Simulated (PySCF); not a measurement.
# CH5BN2 (SMILES NC1BN1): levels of theory compared

Wanted: a comparison of 6 runs (HF/STO-3G, HF/3-21G, B2PLYP/cc-pVDZ, PBE0/cc-pVDZ, wB97X/cc-pVDZ, SCS-MP2/cc-pVDZ) of CH5BN2. The job is set up through a Python script.

The calculation is run with PySCF 2.14.0.

1 further run of the same task is left out (set aside as unsound or not needed).

## (1) The structure to begin with

CH5BN2: 9 atoms, total charge 0, spin state singlet. As SMILES, `NC1BN1`. Geometry: relaxed at PBE0-D4/def2-TZVP. This is one conformer, not always the lowest.

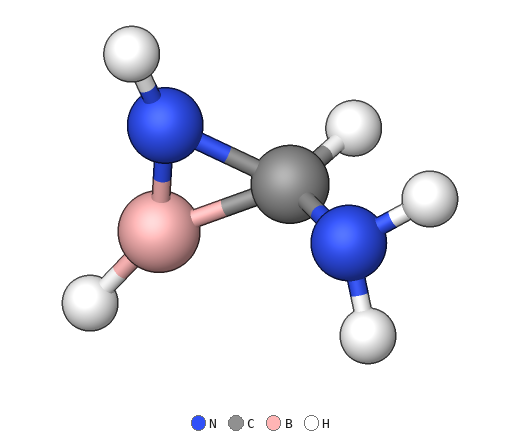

The structure, seen from a chosen angle (nitrogen blue, carbon grey, boron pink, hydrogen white).

## (2) A single-point energy at HF/STO-3G (run 1)

Contents of run.py:

```python
# NC1BN1
from pyscf import gto

system = gto.Mole()
system.atom = '''
N    0.142900   1.194400  -0.640600
C   -0.364200  -0.077200  -0.222300
B    0.591200  -1.194100   0.303200
N   -0.130500  -0.469900   1.171500
H    0.784000   1.117400  -1.417000
H   -0.589900   1.842600  -0.892400
H   -1.366400  -0.317200  -0.582700
H    1.414200  -2.039000   0.194700
H   -0.392800  -0.103200   2.068300
'''
system.max_memory = 1860
system.verbose = 4
system.charge = 0
system.spin = 0
system.basis = 'sto-3g'
system.build()

hf = system.RHF()
hf.conv_tol = 1e-10
hf.kernel()
if not hf.converged:
    hf = hf.newton().run(hf.mo_coeff, hf.mo_occ)

e_final = hf.e_tot
print('Final energy', e_final)
```

On the command line:

```console
OMP_NUM_THREADS=1 python run.py
```

Standard output:

```text
PySCF version 2.14.0

[... 63 lines left out ...]
converged SCF energy = -172.115897693931
Final energy -172.11589769393098
```

It took 0.91 s on 1 thread of Intel Xeon at 2.70GHz, shared host; peak memory 0.12 GiB.

## (3) The energy at HF/3-21G (run 2)

Contents of geometry.xyz:

```xyz
9

N      0.142900     1.194400    -0.640600
C     -0.364200    -0.077200    -0.222300
B      0.591200    -1.194100     0.303200
N     -0.130500    -0.469900     1.171500
H      0.784000     1.117400    -1.417000
H     -0.589900     1.842600    -0.892400
H     -1.366400    -0.317200    -0.582700
H      1.414200    -2.039000     0.194700
H     -0.392800    -0.103200     2.068300
```

Contents of job.py:

```python
from pyscf import gto, scf

mol = gto.M(
    atom='geometry.xyz',
    verbose=4,
    basis='3-21g',
    max_memory=1860,
    spin=0,
)

mf = scf.RHF(mol)
mf.conv_tol = 1e-10
mf.kernel()
if not mf.converged:
    mf = mf.newton().run(mf.mo_coeff, mf.mo_occ)

etot = mf.e_tot
print('E(%s) = %.9f' % ('HF', etot))
```

On the command line:

```console
OMP_NUM_THREADS=1 python job.py
```

Standard output:

```text
PySCF version 2.14.0

[... 65 lines left out ...]
converged SCF energy = -173.338504970674
E(HF) = -173.338504971
```

Run time: 0.79 s. Hardware: 1 thread of Intel Xeon at 2.70GHz, shared host; peak memory 0.1 GiB.

Runs 3 to 4 aren't shown in full; the table further down has their settings and results.

## (4) A single-point energy at wB97X/cc-pVDZ (run 5)

Contents of job.py:

```python
from pyscf import gto, dft

mol = gto.M(
    atom='''
N      0.142900     1.194400    -0.640600
C     -0.364200    -0.077200    -0.222300
B      0.591200    -1.194100     0.303200
N     -0.130500    -0.469900     1.171500
H      0.784000     1.117400    -1.417000
H     -0.589900     1.842600    -0.892400
H     -1.366400    -0.317200    -0.582700
H      1.414200    -2.039000     0.194700
H     -0.392800    -0.103200     2.068300
''',
    max_memory=1860,
    verbose=3,
    basis='cc-pvdz',
)

mf = dft.RKS(mol)
mf.xc = 'wb97x'
mf.grids.level = 5
mf.conv_tol = 1e-10
mf.kernel()
if not mf.converged:
    mf = mf.newton().run(mf.mo_coeff, mf.mo_occ)

energy = mf.e_tot
print(f'total energy: {energy:.8f} hartree')
```

On the command line:

```console
OMP_NUM_THREADS=1 python job.py
```

Standard output:

```text
converged SCF energy = -175.394615796757
total energy: -175.39461580 hartree
```

Wall time 25 s (1 thread of Intel Xeon at 2.70GHz, shared host); peak memory 0.4 GiB.

## (5) A single-point energy at SCS-MP2/cc-pVDZ (run 6)

Contents of calc.py:

```python
from pyscf import gto, scf, mp

mol = gto.M(
    atom='''
N        0.142900       1.194400      -0.640600
C       -0.364200      -0.077200      -0.222300
B        0.591200      -1.194100       0.303200
N       -0.130500      -0.469900       1.171500
H        0.784000       1.117400      -1.417000
H       -0.589900       1.842600      -0.892400
H       -1.366400      -0.317200      -0.582700
H        1.414200      -2.039000       0.194700
H       -0.392800      -0.103200       2.068300
''',
    max_memory=1860,
    verbose=4,
    basis='cc-pvdz',
)

calc0 = scf.RHF(mol)
calc0.conv_tol = 1e-10
calc0.kernel()
if not calc0.converged:
    calc0 = calc0.newton().run(calc0.mo_coeff, calc0.mo_occ)

pt = mp.MP2(calc0, frozen=4).run()
e_final = calc0.e_tot + 1.2 * pt.e_corr_os + pt.e_corr_ss / 3
print('Final energy', e_final)
```

On the command line:

```console
OMP_NUM_THREADS=1 python calc.py
```

Standard output:

```text
PySCF version 2.14.0

[... 65 lines left out ...]
converged SCF energy = -174.331412508585
[... 1 line left out ...]
******** <class 'pyscf.mp.mp2.RMP2'> ********
nocc = 11, nmo = 77
frozen orbitals 4
E(RMP2) = -174.887369592629  E_corr = -0.555957084044246
E(SCS-RMP2) = -174.878505794505  E_corr = -0.547093285919957
E_corr(same-spin) = -0.138525247999774
E_corr(oppo-spin) = -0.417431836044472
Final energy -174.87850579450512
```

Run time: 1.8 s. Hardware: 1 thread of Intel Xeon at 2.70GHz, shared host; peak memory 0.18 GiB.

## (6) All runs side by side

```
run            level  frozen core orbitals  integration grid  energy (Eh)  dipole moment (D) of the reference  HOMO energy (eV)  LUMO energy (eV)  wall time
  1        HF/STO-3G                     –                 –  -172.115898                                0.88             -8.29              9.04     0.91 s
  2         HF/3-21G                     –                 –  -173.338505                                1.16             -9.97              4.76     0.79 s
  3   B2PLYP/cc-pVDZ                     4                 5  -175.248443                                1.06             -7.88              2.03       16 s
  4     PBE0/cc-pVDZ                     –                 5  -175.231457                                1.16             -6.55              0.64       16 s
  5    wB97X/cc-pVDZ                     –                 5  -175.394616                                1.12             -9.02              2.94       25 s
  6  SCS-MP2/cc-pVDZ                     4                 –  -174.878506                                0.97            -10.09              4.23      1.8 s
```

## (7) Results

```
                                          quantity          value
                               run 6: total energy  -174.87851 Eh
       run 6: dipole moment (Hartree–Fock density)         0.97 D
        run 6: HOMO energy (Hartree–Fock orbitals)      -10.09 eV
        run 6: LUMO energy (Hartree–Fock orbitals)        4.23 eV
      run 6: HOMO–LUMO gap (Hartree–Fock orbitals)       14.32 eV
run 6: correlation energy (4 core orbitals frozen)     -547.1 mEh
```

Over runs 1, 2, 3, 4, 5 the dipole moment (its size) runs from 0.88 D (HF/STO-3G) to 1.16 D (PBE0/cc-pVDZ). The two ends differ in method and basis. Over runs 1, 2, 3, 4, 5 the HOMO–LUMO gap runs from 7.19 eV (PBE0/cc-pVDZ) to 17.33 eV (HF/STO-3G). Totals of different functionals can't be ranked against each other. In run 1 the basis is minimal, so the values are rough. All runs together took 61 s, the longest 25 s.
